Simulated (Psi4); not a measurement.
# SiNH2F2 (SMILES [NH][SiH](F)F): UM06-2X/def2-SVPD

What is the vertical electron affinity of SiNH2F2 at UM06-2X/def2-SVPD? 

Program for the calculation: Psi4 1.11.

3 further runs of the same task are left out: 3 set aside as unsound or not needed.

## Step 1: Starting point

The species is SiNH2F2 (6 atoms), meant as a doublet with charge 0. SMILES: `[NH][SiH](F)F`. The shape is that of a PBE0-D4/def2-TZVP optimisation. This is one conformer, not always the lowest.

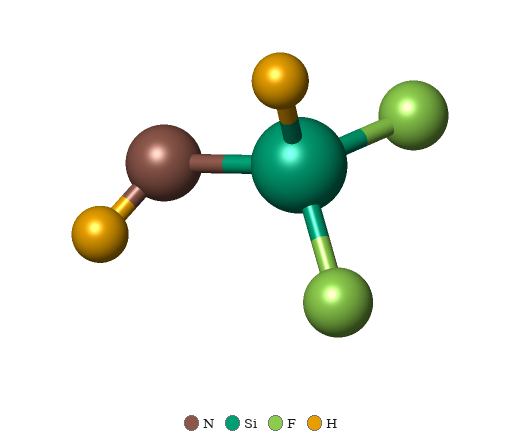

Viewed from a chosen angle; nitrogen brown, silicon teal, fluorine green, hydrogen amber.

## Step 2: Energy and forces at UM06-2X/def2-SVPD

Input file job.py:

```python
import psi4

psi4.set_memory(2200000000)
psi4.set_num_threads(1)
psi4.core.set_output_file('f2h2nsi.out', False)

mol = psi4.geometry("""
0 2
N
Si 1 1.727476
F 2 1.579961 1 107.88634
F 2 1.586993 3 106.4282 1 122.77384
H 1 1.020709 2 116.54767 3 144.56884
H 2 1.472628 3 109.8986 4 118.27165
units angstrom
symmetry c1
""")

psi4.set_options({
    'basis': 'def2-SVPD',
    'reference': 'uks',
    'puream': True,
    'e_convergence': 1e-09,
    'd_convergence': 1e-08,
    'scf_type': 'pk',
    'dft_radial_points': 99,
    'dft_spherical_points': 590,
    'maxiter': 100,
})

energy_value, wavefunction = psi4.gradient("m06-2x", return_wfn=True)
psi4.oeprop(wavefunction, "WIBERG_LOWDIN_INDICES", "DIPOLE", "QUADRUPOLE", title="M06-2X")
print('gradient / Eh bohr^-1')
print(energy_value.np.round(6))
print(f'energy = {wavefunction.energy():.10f} Eh')
```

Command:

```console
$ python job.py
```

f2h2nsi.out:

```text
[...]
  Running in c1 symmetry.
[...]
  Nuclear repulsion =  175.745952744507747
[...]
  Multiplicity = 2
[...]
  Nalpha       = 21
  Nbeta        = 20
[...]
    Number of basis functions: 106
[...]
   @UKS iter   1:  -544.67476005137587   -5.65061e-01   5.45972e-03 DIIS/ADIIS
[...]
   @UKS iter  16:  -544.82528696487157   -2.17142e-11   8.31305e-09 DIIS
[...]
   @S^2 Observed:                7.533420842E-01
[...]
    Orbital Energies [Eh]
    ---------------------
    Alpha Occupied:
       1A    -67.125792     2A    -25.271244     3A    -25.268424
       4A    -14.808770     5A     -5.649584     6A     -3.965124
       7A     -3.963464     8A     -3.961569     9A     -1.343940
      10A     -1.322554    11A     -0.965542    12A     -0.679076
      13A     -0.610769    14A     -0.592447    15A     -0.586104
      16A     -0.552509    17A     -0.541473    18A     -0.530171
      19A     -0.470182    20A     -0.416032    21A     -0.405053
    Alpha Virtual:
      22A      0.028694    23A      0.059584    24A      0.065352
      25A      0.089428    26A      0.115075    27A      0.121016
[...]
  @UKS Final Energy:  -544.82528696487157
   => Energetics <=
    Nuclear Repulsion Energy =            175.7459527445077470
    One-Electron Energy =               -1104.2764466947269284
    Two-Electron Energy =                 407.3110621677259360
    DFT Exchange-Correlation Energy =     -23.6058551823783418
    Empirical Dispersion Energy =           0.0000000000000000
    VV10 Nonlocal Energy =                  0.0000000000000000
    Total Energy =                       -544.8252869648715659
[...]
  -Total Gradient:
     Atom            X                  Y                   Z
    ------   -----------------  -----------------  -----------------
       1        0.000573008721     0.000536855229     0.004188795011
       2       -0.021920217614    -0.012963616415     0.010206239283
       3        0.000651124716     0.023198707547    -0.007778203400
       4        0.019132292010    -0.009705347651    -0.009364811371
       5        0.000786986603    -0.001386235717     0.002445045244
       6        0.000951720841     0.000306981612    -0.000039145090
[...]
 Multipole Moments:
 ------------------------------------------------------------------------------------
     Multipole            Electronic (a.u.)      Nuclear  (a.u.)        Total (a.u.)
 ------------------------------------------------------------------------------------
 L = 1.  Multiply by 2.5417464519 to convert [e a0] to [Debye]
 Dipole X            :         -1.7532537            1.8490650            0.0958113
 Dipole Y            :         -1.4160399            2.1156366            0.6995966
 Dipole Z            :          2.3651480           -2.6554614           -0.2903133
 Magnitude           :                                                    0.7634770
 L = 2.  Multiply by 1.3450342976 to convert [e a0^2] to [Debye ang]
 Quadrupole XX       :        -70.6835772           48.7464439          -21.9371333
 Quadrupole XY       :         33.0110804          -31.9844775            1.0266029
[...]
```

The script printed:

```text
gradient / Eh bohr^-1
[[ 5.7300e-04  5.3700e-04  4.1890e-03]
 [-2.1920e-02 -1.2964e-02  1.0206e-02]
 [ 6.5100e-04  2.3199e-02 -7.7780e-03]
 [ 1.9132e-02 -9.7050e-03 -9.3650e-03]
 [ 7.8700e-04 -1.3860e-03  2.4450e-03]
 [ 9.5200e-04  3.0700e-04 -3.9000e-05]]
energy = -544.8252869649 Eh
```

Wall time 2 min (1 thread of Intel Xeon Platinum 8259CL at 2.50GHz (Skylake/Cascade Lake), shared host); peak memory 1 GiB.

## Step 3: The singlet anion, same level

Input file job.in:

```
memory 2200 MB

molecule {
  -1 1
  N     -0.025400     1.001700    -0.903700
  Si     0.188000    -0.244900     0.273000
  F      1.578700    -0.941400    -0.004700
  F     -0.908600    -1.390200     0.207400
  H     -0.977800     1.156700    -1.236500
  H      0.187200     0.354100     1.618300
  symmetry c1
  no_reorient
  no_com
}

set puream true
set e_convergence 1e-09
set d_convergence 1e-08
set scf_type pk
set dft_radial_points 99
set dft_spherical_points 590

energy_value, wavefunction = gradient("m06-2x/def2-SVPD", return_wfn=True)
oeprop(wavefunction, "MAYER_INDICES", "LOWDIN_CHARGES", "DIPOLE")
print_variables()
```

Command:

```console
$ psi4 job.in job.out -n 1
```

job.out:

```text
[...]
  Running in c1 symmetry.
[...]
  Nuclear repulsion =  175.745953143268281
[...]
  Multiplicity = 1
[...]
  Nalpha       = 21
  Nbeta        = 21
[...]
    Number of basis functions: 106
[...]
   @RKS iter   1:  -544.57054295758974   -4.60844e-01   8.08958e-03 ADIIS/DIIS
[...]
   @RKS iter  13:  -544.90627348087344   -4.66116e-12   3.07995e-09 DIIS
[...]
    Orbital Energies [Eh]
    ---------------------
    Doubly Occupied:
       1A    -66.879808     2A    -25.065386     3A    -25.062761
       4A    -14.461132     5A     -5.402483     6A     -3.719047
       7A     -3.716226     8A     -3.713155     9A     -1.139139
      10A     -1.118849    11A     -0.613613    12A     -0.463949
      13A     -0.406582    14A     -0.381825    15A     -0.369835
      16A     -0.345585    17A     -0.332237    18A     -0.276020
      19A     -0.208722    20A     -0.083106    21A     -0.045464
[...]
  @RKS Final Energy:  -544.90627348087344
   => Energetics <=
    Nuclear Repulsion Energy =            175.7459531432682809
    One-Electron Energy =               -1114.2187210558645347
    Two-Electron Energy =                 417.3177925762830682
    DFT Exchange-Correlation Energy =     -23.7512981445602733
    Empirical Dispersion Energy =           0.0000000000000000
    VV10 Nonlocal Energy =                  0.0000000000000000
    Total Energy =                       -544.9062734808734376
[...]
  -Total Gradient:
     Atom            X                  Y                   Z
    ------   -----------------  -----------------  -----------------
       1       -0.005406528649     0.033664745553    -0.029675602332
       2        0.026400723914    -0.119050843367     0.062007637362
       3       -0.041903073281     0.029406984725    -0.005097440439
       4        0.027306499089     0.042717268761    -0.010013622430
       5       -0.001719829650     0.000723305627    -0.002307456742
       6       -0.004621284900     0.012853535470    -0.015076910489
[...]
 Multipole Moments:
 ------------------------------------------------------------------------------------
     Multipole            Electronic (a.u.)      Nuclear  (a.u.)        Total (a.u.)
 ------------------------------------------------------------------------------------
 L = 1.  Multiply by 2.5417464519 to convert [e a0] to [Debye]
 Dipole X            :        -15.0649379           14.5404977           -0.5244402
 Dipole Y            :         29.4260578          -30.0283151           -0.6022572
 Dipole Z            :          1.5583391           -0.5627604            0.9955787
 Magnitude           :                                                    1.2762947
[...]
```

Run time: 69 s. Hardware: 1 thread of Intel Xeon Platinum 8259CL at 2.50GHz (Skylake/Cascade Lake), shared host; peak memory 1 GiB.

## Step 4: What came out

At UM06-2X/def2-SVPD:

```
                                                            quantity          value
                                       doublet SiNH2F2: total energy  -544.82529 Eh
                                      doublet SiNH2F2: dipole moment         1.94 D
                 doublet SiNH2F2: HOMO energy (highest over α and β)      -10.32 eV
                  doublet SiNH2F2: LUMO energy (lowest over α and β)       -3.21 eV
                                               doublet SiNH2F2: ⟨S²⟩          0.753
                           doublet SiNH2F2: largest force on an atom     1.411 eV/Å
                                         singlet anion: total energy  -544.90627 Eh
                                          singlet anion: HOMO energy       -1.24 eV
                                          singlet anion: LUMO energy        5.19 eV
singlet anion: HOMO–LUMO gap (to an unbound level, set by the basis)        6.43 eV
                             singlet anion: largest force on an atom     7.035 eV/Å
                   vertical electron affinity (to the singlet anion)       2.204 eV
```

In words: At fixed nuclei the extra electron is bound by 2.20 eV (51 kcal/mol). The largest force (doublet SiNH2F2) is 1.41 eV/Å: the shape isn't a stationary point for this species at this level.
